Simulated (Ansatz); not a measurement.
# NaSnI3 (model cell, started as cubic perovskite with Sn in the octahedra): phonons and vibrational spectra

The cell of NaSnI3 (model cell, started as cubic perovskite with Sn in the octahedra) is at rest. What are its phonons?

Program: Ansatz 0.2.0. Level of theory: DFT LDA, scalar-relativistic, plane waves, PAW. Results are calculated unless marked as measured.

The structure was built from a prototype and need not be the compound's stable phase.

**1. Starting point**

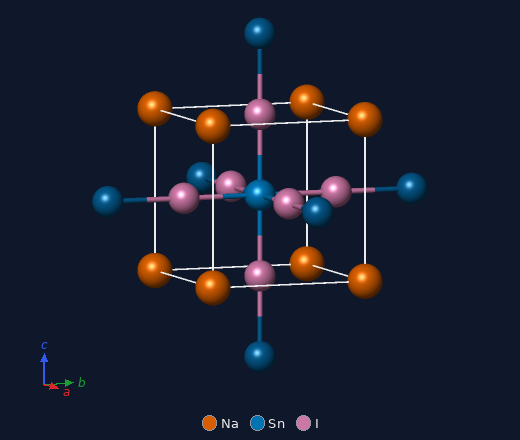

Start, viewed slightly off an axis; sodium orange, tin blue, iodine pink. Some periodic images of atoms are drawn too.

**2. Modes at Γ**

The cell comes from relaxations at this level that are not shown. The zone centre is the only wavevector solved here; it holds the modes that light can see, as far as symmetry allows. No field response is asked, since the mesh shows no gap.

input.yaml

```yaml
crystal:
  lattice:
    - [6.0100029661, 0.0, 0.0]
    - [0.0, 6.0100029661, 0.0]
    - [0.0, 0.0, 6.0100029661]
  atoms:
    - { symbol: Na, position: [0.0, 0.0, 0.0] }
    - { symbol: Sn, position: [0.5, 0.5, 0.5] }
    - { symbol: I, position: [0.5, 0.5, 0.0] }
    - { symbol: I, position: [0.5, 0.0, 0.5] }
    - { symbol: I, position: [0.0, 0.5, 0.5] }
kpoints:
  mp_grid: { grid: [6, 6, 6] }
hamiltonian:
  xc: lda
scf:
  occupations: { method: methfessel_paxton, width: 0.15 }
output:
  eigenvalues: true
phonons:
  method: dfpt
```

On the command line:

```bash
$ ansatz run input.yaml --threads 8 --pin off --max-ram 14336MiB --backend cpu --events-out ev --progress --plain --runs-dir out
```

Numbers of over 12 decimals in the logs are rounded to 6 here.

The log of the run:

```text
zone centre: on kpoints.mp_grid the ground state, and the responses unless they are solved on pairs of k-points, stand on 64 of the mesh's 216 k-points, reduced under 8 symmetry operations, with k and −k counted as one. Each operation leaves every solved displacement unchanged or reverses it
Engine: ansatz 0.2.0, aarch64-unknown-linux-gnu
Pseudopotentials: kind: paw
Pseudopotential: Na, paw, valence charge 9, recommended cutoff 420 eV (normal), Na.paw.azcp
Pseudopotential: Sn, paw, valence charge 14, recommended cutoff 420 eV (normal), Sn.paw.azcp
Pseudopotential: I, paw, valence charge 17, recommended cutoff 420 eV (normal), I.paw.azcp
Functional definition: SPW92
  exchange = slater_x
  correlation = pw_c
Crystal: 5 atoms, lattice volume = 217.082 Å³
Basis set: ecut = 420 eV, 4169 PW (Γ), exchange–correlation on 90×90×90 points (8 copies of the dense FFT grid, shifted against one another)
Bands: 45, of which v1, the nominal top of the filled ones, is band 37 counted from 1 (36 counted from 0)
Symmetry: 48 space group operations
k-points: 64 of 216 (irreducible under 8 space group operations)
Non-local potential: Na, projectors of the file, l = 0: 3, l = 1: 2, l = 2: 1
Non-local potential: Sn, projectors of the file, l = 0: 2, l = 1: 2, l = 2: 2, l = 3: 2
Non-local potential: I, projectors of the file, l = 0: 2, l = 1: 2, l = 2: 2, l = 3: 2
PAW form: soft (Blöchl's): semilocal exchange-correlation on the pseudo side does not see the compensation charge
PAW frozen core: Na, regenerated for the run's functional, and the local potential with it (the file was generated under x = pbe(κ = 0.804, μ = 0.219515), c = pbe(β = 0.066725))
PAW frozen core: Sn, regenerated for the run's functional, and the local potential with it (the file was generated under x = pbe(κ = 0.804, μ = 0.219515), c = pbe(β = 0.066725))
PAW frozen core: I, regenerated for the run's functional, and the local potential with it (the file was generated under x = pbe(κ = 0.804, μ = 0.219515), c = pbe(β = 0.066725))
PAW one-centre angular grid: Na, 110 points (default); XC on 64 Gauss nodes
PAW one-centre angular grid: Sn, 590 points (default); XC on 64 Gauss nodes
PAW one-centre angular grid: I, 590 points (default); XC on 64 Gauss nodes
Initial density: superposition of atomic densities (neutral atoms: chi_scale 0, normalization atom), corrected by the library's trained network
Initial wavefunctions: pseudopotential atomic-orbital guess
Functional: x = slater, c = lda
SCF iter   1: F=—  HF=-29416.560941 eV  |F-HF|=—  |Δ(HF+E_count)|=         —  Δρ=4.53e-3  dr2=1.74e-2  ethr=1.77e-3  ⟨swp⟩=8.5  Hψ=12420  notcnv=0
preconditioner: auto → Resta (q_TF=auto, 2.280 Å⁻¹)  ε∞=3.0  [insulator: Δε(μ)=0.151 eV  Ē_g=9.047 eV  σ=0.150 eV  W_gap=0.53  n_scr=32 (ndim 8)  ℏωp=12.9 eV  f_vac=0.257  D(μ)=0.20/eV (n_scr^D=0)  ε∞_Penn≈3.0]
SCF iter   2: F=—  HF=-29416.554505 eV  |F-HF|=—  |Δ(HF+E_count)|=   6.44e-3  S|Δr|=    0.00e0  Δρ=1.95e-3  dr2=3.76e-3  ethr=2.35e-5  ⟨swp⟩=2.1  Hψ=5547  notcnv=0
SCF iter   3: F=—  HF=-29416.554227 eV  |F-HF|=—  |Δ(HF+E_count)|=   2.78e-4  S|Δr|=    0.00e0  Δρ=4.36e-4  dr2=3.54e-4  ethr=5.09e-6  ⟨swp⟩=2.1  Hψ=3392  notcnv=0
SCF iter   4: F=—  HF=-29416.554302 eV  |F-HF|=—  |Δ(HF+E_count)|=   7.49e-5  S|Δr|=    0.00e0  Δρ=9.61e-5  dr2=3.77e-5  ethr=4.79e-7  ⟨swp⟩=2.4  Hψ=4220  notcnv=0
SCF iter   5: F=—  HF=-29416.554305 eV  |F-HF|=—  |Δ(HF+E_count)|=   3.31e-6  S|Δr|=    0.00e0  Δρ=2.98e-5  dr2=4.68e-6  ethr=5.09e-8  ⟨swp⟩=2.0  Hψ=5143  notcnv=0
SCF iter   6: F=—  HF=-29416.554278 eV  |F-HF|=—  |Δ(HF+E_count)|=   2.76e-5  S|Δr|=    0.00e0  Δρ=6.57e-6  dr2=2.16e-7  ethr=6.33e-9  ⟨swp⟩=2.0  Hψ=4093  notcnv=0
SCF iter   7: F=—  HF=-29416.554278 eV  |F-HF|=—  |Δ(HF+E_count)|=   4.25e-8  S|Δr|=    0.00e0  Δρ=1.98e-6  dr2=1.71e-8  ethr=2.91e-10  ⟨swp⟩=2.0  Hψ=3996  notcnv=0
SCF iter   8: F=—  HF=-29416.554278 eV  |F-HF|=—  |Δ(HF+E_count)|=   2.36e-9  S|Δr|=    0.00e0  Δρ=4.34e-7  dr2=5.99e-10  ethr=2.31e-11  ⟨swp⟩=2.0  Hψ=5065  notcnv=0
SCF iter   9: F=—  HF=-29416.554278 eV  |F-HF|=—  |Δ(HF+E_count)|=  9.46e-11  S|Δr|=    0.00e0  Δρ=9.52e-8  dr2=2.94e-11  ethr=1.00e-12  ⟨swp⟩=2.0  Hψ=5071  notcnv=0
SCF iter  10: F=-29416.554278 eV  HF=-29416.554278 eV  |F-HF|=3.64e-12  |Δ(HF+E_count)|=  2.18e-11  S|Δr|=    0.00e0  Δρ=2.19e-8  dr2=1.98e-12  ethr=1.00e-12  ⟨swp⟩=13.4  Hψ=14991  notcnv=0
SCF 1 converged in 10 iterations: F = -29416.554278 eV  dr2 = 1.98e-12
  greatest PAW one-centre occupation: 1.000 electrons in one spin orbital (limit 2), on the I atom at site 2 (counted from 0), in its partial waves of l = 2
DFPT response loops at Γ: preconditioner auto → none (partly filled bands, converged f_vac=0.244); β = 0.50; Broyden in place of MSR1
SCF converged after 10 iterations
Stability not checked: this state was not tested for a lower state beside it, because cold or Methfessel-Paxton smearing, or corrected tetrahedra, fill the levels in a way that the test cannot read (fill_not_monotonic; see scf.lower_state_search)
Free energy (F): -29416.554278 eV
Harris-Foulkes:  -29416.554278 eV  (|F-HF|=3.64e-12)
Internal energy: -29416.555163 eV  (E = F + TS)
E sigma→0 (E₀):  -29416.554499 eV
Entropy (-TS):   0.000885 eV (0.177 meV/atom)
Fermi energy:    5.111316 eV
Step filling:    the computed levels leave a gap of 0.0000 eV = 0.0 smearing widths at the electron count; against every level under it full and every level over it empty, smearing changes F+E_penalty+E_count by -0.048 meV and its σ→0 estimate by -0.269 meV
--- Per-component energies (eV) ---
  E_band       = -1633.317136
  E_kinetic    = 877.258864
  E_local      = -9774.898998  (includes V_loc(G=0)·N_el)
  E_nonlocal   = -169.560686
  E_hartree    = 4808.348112
  E_xc         = -799.918483
  E_vxc        = -534.903586  (∫ρ·V_xc dr)
  E_paw        = -18215.336969  (= ΣΔE_a)
  E_vpaw       = -1647.909242  (= ΣTr[D̂ρ^β])
  E_aug_tail   = 0.000250  (compensation charges beyond the density's cutoff)
  E_ewald      = -6145.356686
  E_core_change = 2.909433  (= ΣΔE_core)
  E_smearing   = 0.000885  (= −TS)
  E_closure    = -0.000000  (closes the sum)
  Σ components = -29416.554278   (vs F -29416.554278, Δ=0.00e0)
--- Band table (eV; the first three rows and the last of 64) ---
  k-point 0: bands = [... 33 lower, 2.3562, 2.4489, 2.4489, 2.4489, 5.3347, 8.6135, 8.6135, 8.6135, ... 4 higher]
  k-point 1: bands = [... 33 lower, 2.3089, 2.4193, 2.4237, 2.4237, 5.6124, 8.4674, 8.6879, 8.7490, ... 4 higher]
  k-point 2: bands = [... 33 lower, 2.2191, 2.4240, 2.4240, 2.7189, 6.1966, 7.0545, 8.0892, 8.8731, ... 4 higher]
  k-point 63: bands = [... 33 lower, 3.0793, 3.0793, 3.0793, 5.1103, 5.1103, 5.1103, 5.2561, 5.7294, ... 4 higher]
--- Phonons (Γ-DFPT): 4 representative perturbations + reference, on 64 of 216 k-points (Σ response iterations 13) ---
  k mesh reduced under 8 symmetry operations, with k and −k counted as one. Each operation leaves every solved displacement unchanged or reverses it
  ASR residual: 2.926e-5 → 0.000e0 eV/Å²; symmetrization residual: 6.730e-6 eV/Å²
  ASR residual per site (eV/Å²): 4.96e-6 2.93e-5 7.76e-6 7.76e-6 7.76e-6
  Γ frequencies (cm⁻¹): -81.94 -81.94 -81.94 -20.16 -20.16 -20.16 0.00 0.00 0.00 31.22 31.22 31.22 92.57 92.57 92.57
  non-analytic LO–TO correction: not included (Born effective charges unavailable; polar crystals: no LO–TO splitting at Γ)
```

Elapsed: 2 min, on 8 threads of Arm Neoverse V1, shared host; peak memory 2.4 GiB; 8.2 min of CPU time.

Reading the cycles: dr2 is the Hartree energy of the density residual (eV), the measure of convergence; HF is the Harris–Foulkes estimate of the energy, which meets the free energy F at convergence.

This step gave:

| Quantity | Value |
| --- | --- |
| volume per atom | 43.42 Å³ |
| gap on the k-mesh | 0 eV |
| sum-rule residual before enforcement | 2.93e-5 eV/Å² |
| point group | m-3m |
| highest optical mode at the zone centre (no LO-TO term) | 92.57 cm⁻¹ |
| lowest optical zone-centre mode | -81.94 cm⁻¹ |

Patterns of degenerate modes are one choice out of their space. The modes at Γ (shares of kinetic energy by element, %) (negative means imaginary):

```tsv
mode	frequency (cm⁻¹)	symmetry	Na %	Sn %	I %
1	-81.9	T1u	91	0	9
2	-81.9	T1u	91	0	9
3	-81.9	T1u	91	0	9
4	-20.2	T2u	0	0	100
5	-20.2	T2u	0	0	100
6	-20.2	T2u	0	0	100
7	0.0	acoustic	4	23	73
8	0.0	acoustic	4	23	73
9	0.0	acoustic	4	23	73
10	31.2	T1u	5	38	57
11	31.2	T1u	5	38	57
12	31.2	T1u	5	38	57
13	92.6	T1u	0	39	61
14	92.6	T1u	0	39	61
15	92.6	T1u	0	39	61
```

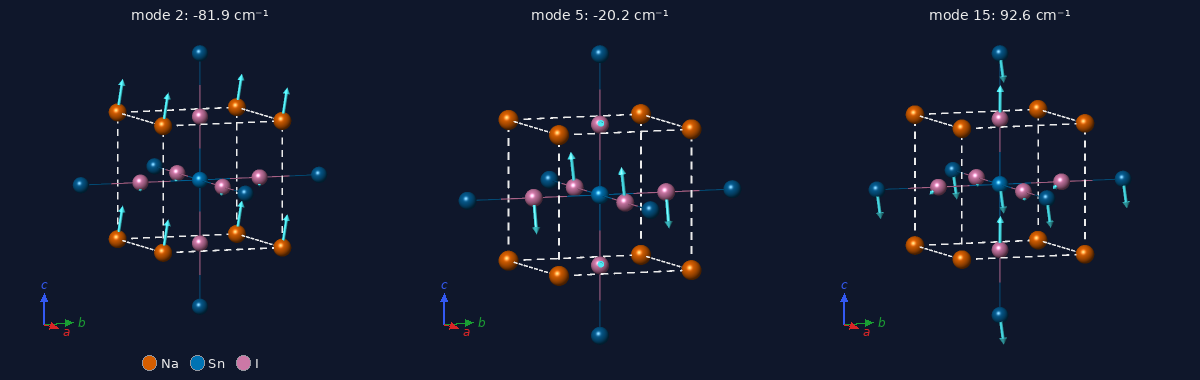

Displacement patterns of modes 2, 5 and 15 at Γ; arrows are exaggerated. Some periodic images of atoms are drawn too.

Before it was imposed, the acoustic sum rule was missed by 2.9e-5 eV/Å². Small misses are needed for a sound result but don't prove that mesh and cutoff are converged. The lowest optical mode is imaginary, 81.9i cm⁻¹, so the energy falls along it.

**3. Summary of results**

```json
{
  "space group (within 0.01 Å)": "Pm-3m",
  "volume per atom": "43.4 Å³",
  "electronic character": "no gap on this mesh",
  "highest optical mode at the zone centre (no LO-TO term)": "92.6 cm⁻¹",
  "lowest optical zone-centre mode": "-81.9 cm⁻¹",
  "imaginary modes at Γ (the only wavevector solved)": "yes"
}
```

**Reading.** A zone-centre mode is imaginary (81.9i cm⁻¹), so this structure is not a minimum of the energy. The optical modes at Γ span -82 to 93 cm⁻¹ (negative means imaginary). No dispersion was computed. With no gap, or one that is small against the smearing, the frequencies hang on the k mesh and the smearing, most of all near Kohn anomalies. A semilocal functional can close a gap that the real compound would have, so the metallic treatment may be an artefact of the level. Spin-orbit coupling is left out, which can matter for the heavy elements here. The starting cell was built on a prototype and not taken from a measurement, so the phase need not exist. These are harmonic frequencies at zero temperature: anharmonic shifts, linewidths and thermal expansion are left out.

[Logs are printed without paths, hosts, clocks, repeated set-up lines and the standing remarks that a program may print on its own settings, such as how far it seeks lower states.]

[Hosts, paths, dates, database ids (printed as entryN), source tags and the programs' standing remarks are cut or masked in the printed files.]
